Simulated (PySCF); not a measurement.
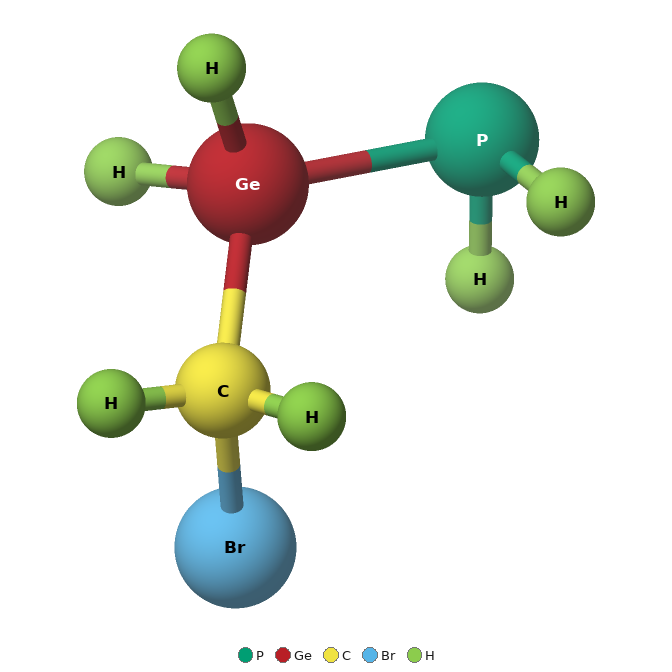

The computed structure is the end point of a GFN2-xTB optimisation. No frequency run is at hand to confirm it as a minimum. Properties computed with PBE0/def2-SVPD, gas phase (PySCF 2.14.0). Excitations: vertical, linear response.

Predict the main results.

The species is CH6BrGeP (`[PH2][GeH2][CH2]Br`).
- dipole moment: 1.49 D
- HOMO energy (Kohn–Sham orbital): −7.59 eV
- LUMO energy (Kohn–Sham orbital): −0.48 eV
- HOMO–LUMO gap: 7.11 eV
- mean static polarisability: 92.9 bohr³
- lowest vertical singlet excitation: 5.71 eV
- its oscillator strength: 0.015
- brightest of the 8 lowest singlets: 6.60 eV
- its oscillator strength: 0.09

The geometry is semi-empirical. Around Br, Ge, P such bond lengths and angles can be off by a tenth of an ångström or more and by several degrees, and values that hang on the shape move with them.
